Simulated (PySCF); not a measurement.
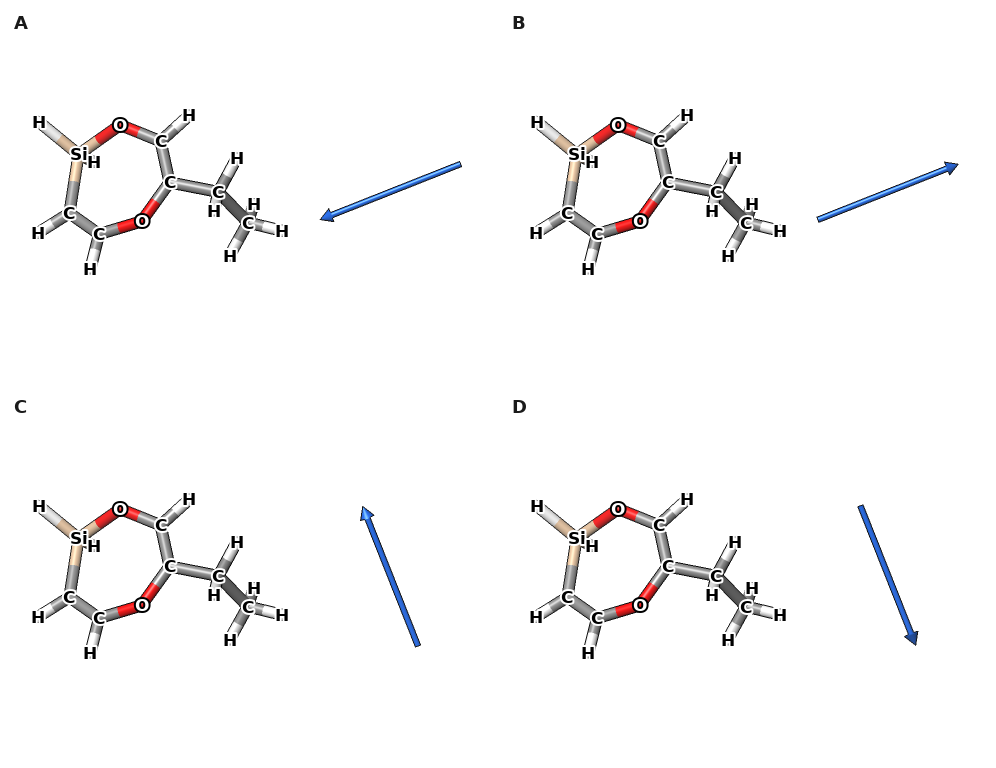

The same molecule four times, each with an arrow. Computed geometry: GFN2-xTB optimisation. No frequency run is at hand to confirm it as a minimum. Level of theory: PBE0/pcSseg-1, gas phase (PySCF 2.14.0).

### Which arrow points along the dipole moment, from the negative to the positive end?

D. The dipole moment is 0.98 D.

The geometry is semi-empirical. Around Si such bond lengths and angles can be off by a tenth of an ångström or more and by several degrees, and values that hang on the shape move with them.
